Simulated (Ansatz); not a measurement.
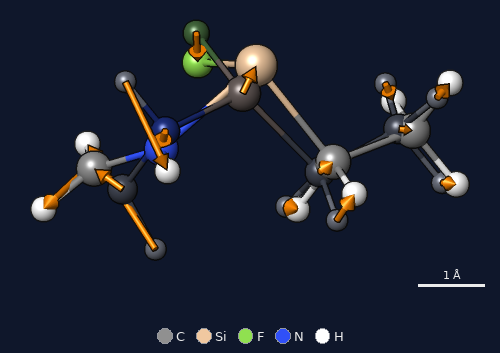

A relaxation of C3H8FNSi. The starting structure is drawn faded, the final one solid; orange arrows show the displacements, at their true length. The two geometries are superimposed by the best rigid fit.

The picture is a ball-and-stick view, seen at a tilt.

The run prepares an end point of a later path (hydrogen shift) calculation, from a guessed geometry.

All numbers below come from RHF/6-31G (Ansatz).

Input file:
```yaml
crystal:
  periodic: [false, false, false]
  atoms:
    - { symbol: C, position_ang: [-1.4861, -0.3807, -1.6181] }
    - { symbol: C, position_ang: [-0.5058, 0.3498, -0.7474] }
    - { symbol: Si, position_ang: [-0.1864, -0.5107, 0.8783] }
    - { symbol: F, position_ang: [0.6442, -1.9113, 0.6203] }
    - { symbol: C, position_ang: [1.7861, 0.6773, 1.4231] }
    - { symbol: "N", position_ang: [0.5854, 0.3157, 2.0776] }
    - { symbol: H, position_ang: [-2.479, -0.4054, -1.1243] }
    - { symbol: H, position_ang: [-1.6369, 0.2478, -2.563] }
    - { symbol: H, position_ang: [-1.2135, -1.3321, -1.8577] }
    - { symbol: H, position_ang: [-0.8398, 1.3745, -0.5128] }
    - { symbol: H, position_ang: [0.4269, 0.4379, -1.284] }
    - { symbol: H, position_ang: [1.7185, 1.4648, 0.6967] }
    - { symbol: H, position_ang: [2.4308, -0.075, 1.1365] }
    - { symbol: H, position_ang: [0.7427, -0.2818, 2.9036] }
basis:
  gaussian: { orbitals: "6-31G" }
hamiltonian:
  xc: hf
relax:
  f_tol: 0.02
  max_steps: 50
```

Command:
```bash
ansatz run input.yaml --threads 1 --pin off --max-ram 2048MiB --backend cpu --events-out ev --progress --plain --runs-dir out
```

**What happened in the run?**

Over 25 accepted moves (28 points after the start) the energy falls by 393.2 kJ/mol. Largest force component: 6.2 eV/Å at the start, 0.01 eV/Å at the end. The line search rejected the trial steps at points 18, 20, 23 of the run. The atom that moves furthest after the best rigid fit is H12 (2.15 Å). By element the largest moves are H 2.15 Å, F 0.62 Å, C 0.57 Å, Si 0.49 Å, N 0.47 Å. Near-neighbour distances that change, for instance: Si3–C5 2.366 → 2.959 Å, Si3–N6 1.648 → 2.060 Å, C5–N6 1.414 → 1.266 Å, Si3–F4 1.649 → 1.745 Å. Bond angles that change, for instance: C2–Si3–N6 118.9° → 92.3°, Si3–N6–C5 100.9° → 124.0°, F4–Si3–N6 107.7° → 86.4°. The run took 68 s on 1 thread of Arm Neoverse V2 (shared host), peak memory 0.16 GiB.
